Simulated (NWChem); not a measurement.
**BN2H5 (SMILES NBN): levels of theory compared**

We compute a comparison of 6 runs (BLYP/6-311+G**, SVWN5/6-311+G**, PBE/6-311+G**, TPSS/6-311+G**, r2SCAN/6-311+G**, CCSD(T)/6-311+G**) of BN2H5. 

The calculation is run with NWChem 7.3.0.

1 further run of the same task is left out (set aside as unsound or not needed).

## Step 1: Starting point

BN2H5 has 8 atoms, charge 0, and is taken as a singlet. As SMILES, `NBN`. Geometry: relaxed at PBE0-D4/def2-TZVP.

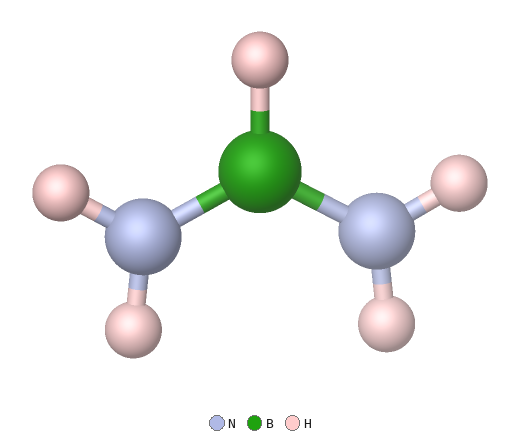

Viewed from a chosen angle; nitrogen light blue, boron green, hydrogen pink.

## Step 2: Energy and gradient at BLYP/6-311+G(d,p) (run 1)

run.nw

```
start run
title "BH5N2 gradient"
memory 2200 mb
geometry units angstrom noautosym nocenter noautoz
  N       -0.971000       0.516500      -0.581100
  B        0.194200       0.386600       0.200500
  N        0.848200      -0.845200       0.401400
  H       -1.426800      -0.244500      -1.053400
  H       -1.423900       1.400900      -0.713700
  H        0.649700       1.368600       0.718000
  H        1.676700      -0.919800       0.960900
  H        0.545000      -1.720300       0.011600
end
basis spherical bse
  * library 6-311+G**
end
dft
  xc becke88 lyp
  mult 1
  grid fine
  convergence energy 1e-08
  iterations 100
  mulliken
  print low
end
task dft gradient
```

Run with:

```
$ nwchem run.nw > run.out
```

The log of the run:

```text
[...]
 d= 0,ls=0.0,diis     1   -137.3687834387 -2.06D+02  8.19D-03  7.46D-01     1.9
[...]
 d= 0,ls=0.0,diis     8   -137.4367215361  2.19D-09  9.90D-07  3.70D-08    12.7
         Total DFT energy =     -137.436721536051
      One electron energy =     -321.392640549382
           Coulomb energy =      134.891980667774
    Exchange-Corr. energy =      -19.788661457463
 Nuclear repulsion energy =       68.852599803019
[...]
      Total Density - Mulliken Population Analysis
     ---------------------------------------------
    Atom       Charge   Shell Charges
 -----------   ------   -------------------------------------------------------
    1 N    7     7.60   1.10  0.89  0.83  0.85  1.81  0.59  1.31  0.01  0.18  0.01
    2 B    5     4.63   1.13  0.85  0.53  0.64  0.91  0.19  0.21  0.02  0.00  0.14
    3 N    7     7.60   1.10  0.89  0.83  0.85  1.81  0.59  1.31  0.01  0.18  0.01
    4 H    1     0.79   0.28  0.41  0.05  0.04
    5 H    1     0.76   0.28  0.40  0.03  0.04
    6 H    1     1.09   0.27  0.56  0.24  0.01
    7 H    1     0.76   0.28  0.40  0.03  0.04
    8 H    1     0.79   0.28  0.41  0.05  0.04
[...]
                         DFT ENERGY GRADIENTS
    atom               coordinates                        gradient
                 x          y          z           x          y          z
   1 N      -1.834924   0.976043  -1.098120    0.001224  -0.000729   0.000700
   2 B       0.366985   0.730568   0.378890   -0.004042  -0.008750  -0.004603
   3 N       1.602866  -1.597196   0.758536   -0.001197   0.000910  -0.000643
   4 H      -2.696261  -0.462038  -1.990637    0.004660   0.006959   0.004661
   5 H      -2.690781   2.647317  -1.348697    0.004562  -0.008047   0.001514
   6 H       1.227755   2.586279   1.356823   -0.000081  -0.000168  -0.000089
   7 H       3.168504  -1.738170   1.815838   -0.007694   0.001172  -0.005096
   8 H       1.029901  -3.250896   0.021921    0.002567   0.008653   0.003556
 Task  times  cpu:       16.3s     wall:       16.3s
 Total times  cpu:       16.3s     wall:       16.3s
```

It took 17 s on 1 thread of Intel Xeon Platinum 8488C (Sapphire Rapids), shared host; peak memory 0.12 GiB.

## Step 3: Energy and forces at SVWN5/6-311+G(d,p) (run 2)

mymol.nw

```
start mymol
memory 2200 mb
geometry units angstrom noautosym nocenter noautoz
N    -0.971000    0.516500   -0.581100
B     0.194200    0.386600    0.200500
N     0.848200   -0.845200    0.401400
H    -1.426800   -0.244500   -1.053400
H    -1.423900    1.400900   -0.713700
H     0.649700    1.368600    0.718000
H     1.676700   -0.919800    0.960900
H     0.545000   -1.720300    0.011600
end
basis spherical bse
N library 6-311+G**
B library 6-311+G**
H library 6-311+G**
end
dft
xc slater vwn_5
grid fine
convergence energy 1e-08
iterations 100
mulliken
print low
end
task dft gradient
```

Run with:

```
$ nwchem mymol.nw > mymol.out
```

The log of the run:

```text
[...]
 d= 0,ls=0.0,diis     1   -136.2144212182 -2.05D+02  7.75D-03  1.24D+00     1.4
[...]
 d= 0,ls=0.0,diis    10   -136.2833186601 -2.47D-10  1.10D-07  3.70D-10    10.3
         Total DFT energy =     -136.283318660100
      One electron energy =     -321.311199690584
           Coulomb energy =      134.718392214078
    Exchange-Corr. energy =      -18.543110986613
 Nuclear repulsion energy =       68.852599803019
[...]
      Total Density - Mulliken Population Analysis
     ---------------------------------------------
    Atom       Charge   Shell Charges
 -----------   ------   -------------------------------------------------------
    1 N    7     7.64   1.08  0.91  0.84  0.83  1.79  0.62  1.37  0.00  0.18  0.01
    2 B    5     4.73   1.11  0.87  0.54  0.63  0.93  0.24  0.24  0.02  0.00  0.14
    3 N    7     7.64   1.08  0.91  0.84  0.83  1.79  0.62  1.37  0.00  0.18  0.01
    4 H    1     0.75   0.26  0.41  0.04  0.04
    5 H    1     0.72   0.26  0.40  0.01  0.04
    6 H    1     1.03   0.25  0.54  0.22  0.01
    7 H    1     0.72   0.26  0.40  0.01  0.04
    8 H    1     0.75   0.26  0.41  0.04  0.04
[...]
                         DFT ENERGY GRADIENTS
    atom               coordinates                        gradient
                 x          y          z           x          y          z
   1 N      -1.834924   0.976043  -1.098120   -0.010769   0.001702  -0.007120
   2 B       0.366985   0.730568   0.378890    0.001489   0.003170   0.001680
   3 N       1.602866  -1.597196   0.758536    0.006285  -0.011240   0.002054
   4 H      -2.696261  -0.462038  -1.990637    0.004769   0.009085   0.005172
   5 H      -2.690781   2.647317  -1.348697    0.004640  -0.010230   0.001120
   6 H       1.227755   2.586279   1.356823   -0.001160  -0.002493  -0.001315
   7 H       3.168504  -1.738170   1.815838   -0.009234   0.000200  -0.006364
   8 H       1.029901  -3.250896   0.021921    0.003980   0.009807   0.004773
 Task  times  cpu:       13.3s     wall:       13.3s
 Total times  cpu:       13.3s     wall:       13.3s
```

Run time: 14 s. Hardware: 1 thread of Intel Xeon Platinum 8488C (Sapphire Rapids), shared host; peak memory 0.11 GiB.

Run 3 isn't shown in full; the table further down has it.

## Step 4: Energy and gradient at TPSS/6-311+G(d,p) (run 4)

bh5n2.nw

```
start bh5n2
title "BH5N2"
memory total 2200 mb
charge 0
geometry units angstroms noautosym nocenter noautoz
N    -0.971000    0.516500   -0.581100
B     0.194200    0.386600    0.200500
N     0.848200   -0.845200    0.401400
H    -1.426800   -0.244500   -1.053400
H    -1.423900    1.400900   -0.713700
H     0.649700    1.368600    0.718000
H     1.676700   -0.919800    0.960900
H     0.545000   -1.720300    0.011600
end
basis spherical bse
* library 6-311+G**
end
dft
xc xtpss03 ctpss03
grid fine
convergence energy 1e-08
maxiter 100
mulliken
end
task dft gradient
```

Run with:

```
$ nwchem bh5n2.nw > bh5n2.out
```

The log of the run:

```text
[...]
          Wavefunction type:  closed shell.
          No. of atoms     :     8
          No. of electrons :    24
[...]
          Charge           :     0
          Spin multiplicity:     1
[...]
          AO basis - number of functions:    96
[...]
              XC Information
              --------------
                  TPSS metaGGA Exchange Functional  1.000
             TPSS03 metaGGA Correlation Functional  1.000
[...]
 d= 0,ls=0.0,diis     1   -137.4509965543 -2.06D+02  7.25D-03  5.30D-01     2.2
[...]
 d= 0,ls=0.0,diis     8   -137.5104011982  3.12D-10  4.65D-07  7.28D-09    15.4
         Total DFT energy =     -137.510401198170
      One electron energy =     -321.414568203430
           Coulomb energy =      134.920598002220
    Exchange-Corr. energy =      -19.869030799978
 Nuclear repulsion energy =       68.852599803019
[...]
      Total Density - Mulliken Population Analysis
     ---------------------------------------------
    Atom       Charge   Shell Charges
 -----------   ------   -------------------------------------------------------
    1 N    7     7.66   1.10  0.90  0.81  0.85  1.83  0.63  1.34  0.02  0.18  0.02
    2 B    5     4.62   1.13  0.86  0.51  0.62  0.95  0.20  0.17  0.02  0.00  0.15
    3 N    7     7.66   1.10  0.90  0.81  0.85  1.83  0.63  1.34  0.02  0.18  0.02
    4 H    1     0.76   0.28  0.43  0.02  0.04
    5 H    1     0.73   0.28  0.42 -0.01  0.04
    6 H    1     1.07   0.26  0.60  0.19  0.01
    7 H    1     0.73   0.28  0.42 -0.01  0.04
    8 H    1     0.76   0.28  0.42  0.02  0.04
[...]
  wavefunction    = closed shell
                         DFT ENERGY GRADIENTS
    atom               coordinates                        gradient
                 x          y          z           x          y          z
   1 N      -1.834924   0.976043  -1.098120    0.001669   0.000019   0.001162
   2 B       0.366985   0.730568   0.378890   -0.004049  -0.008768  -0.004612
   3 N       1.602866  -1.597196   0.758536   -0.000898   0.001766  -0.000260
   4 H      -2.696261  -0.462038  -1.990637    0.003422   0.004545   0.003306
   5 H      -2.690781   2.647317  -1.348697    0.003272  -0.005543   0.001133
   6 H       1.227755   2.586279   1.356823    0.000424   0.000922   0.000485
   7 H       3.168504  -1.738170   1.815838   -0.005344   0.000952  -0.003511
   8 H       1.029901  -3.250896   0.021921    0.001505   0.006107   0.002297
[...]
```

Run time: 21 s. Hardware: 1 thread of Intel Xeon Platinum 8488C (Sapphire Rapids), shared host; peak memory 0.11 GiB.

Run 5 isn't shown in full; the table further down has it.

## Step 5: A single-point energy at CCSD(T)/6-311+G(d,p) (run 6)

mol.nw

```
start mol
memory stack 880 mb heap 220 mb global 1100 mb
geometry units angstroms noautosym nocenter noautoz
  N     -0.971000     0.516500    -0.581100
  B      0.194200     0.386600     0.200500
  N      0.848200    -0.845200     0.401400
  H     -1.426800    -0.244500    -1.053400
  H     -1.423900     1.400900    -0.713700
  H      0.649700     1.368600     0.718000
  H      1.676700    -0.919800     0.960900
  H      0.545000    -1.720300     0.011600
end
basis spherical bse
  * library 6-311+G**
end
scf
  thresh 1e-08
  maxiter 80
  print medium
end
ccsd
  freeze core 3
  maxiter 60
end
task ccsd(t)
```

Run with:

```
$ nwchem mol.nw > mol.out
```

The log of the run:

```text
[...]
  functions       =    96
[...]
  wavefunction    = RHF
[...]
         Total SCF energy =   -136.622314202752
      One-electron energy =   -321.164647697076
      Two-electron energy =    115.689733691305
 Nuclear repulsion energy =     68.852599803019
        Time for solution =     12.1s
[...]
 Total MP2 energy:           -137.083121943770038
[...]
             energy      energy      error      ampl     ampl      Block
                                                time     time      time
[...]
 Total CCSD energy:           -137.111018277644064
[...]
 Total CCSD+T(CCSD) energy:           -137.126868656271625
[...]
 Total CCSD(T) energy:                -137.126312244015480
[...]
```

It took 2.1 min on 1 thread of Intel Xeon Platinum 8488C (Sapphire Rapids), shared host; peak memory 0.25 GiB.

## Step 6: All runs side by side

```csv
run,level,task,integration grid,energy (Eh),largest force (eV/Å),wall time
1,BLYP/6-311+G**,gradient,fine,-137.436722,0.549,17 s
2,SVWN5/6-311+G**,gradient,fine,-136.283319,0.671,14 s
3,PBE/6-311+G**,gradient,fine,-137.307488,0.476,17 s
4,TPSS/6-311+G**,gradient,fine,-137.510401,0.550,21 s
5,r2SCAN/6-311+G**,gradient,fine,-137.407126,0.292,21 s
6,CCSD(T)/6-311+G**,energy,–,-137.126312,–,2.1 min
```

## Step 7: What came out

| quantity | value |
| --- | --- |
| run 6: total energy | -137.12631 Eh |
| run 6: HOMO energy (Hartree–Fock orbitals) | -10.29 eV |
| run 6: LUMO energy (Hartree–Fock orbitals) | 1.51 eV |
| run 6: HOMO–LUMO gap (Hartree–Fock orbitals) | 11.80 eV |
| run 6: correlation energy (3 core orbitals frozen) | -504.0 mEh |
| run 6: (T) correction | -15.29 mEh |

**Reading.** Over runs 3, 4, 5 the dipole moment (its size) runs from 1.38 D (TPSS/6-311+G**) to 1.40 D (PBE/6-311+G**). Over runs 3, 4, 5 the HOMO–LUMO gap runs from 5.12 eV (PBE/6-311+G**) to 6.14 eV (r2SCAN/6-311+G**). Totals of different functionals can't be ranked against each other. All runs together took 3.6 min, the longest 2.1 min.
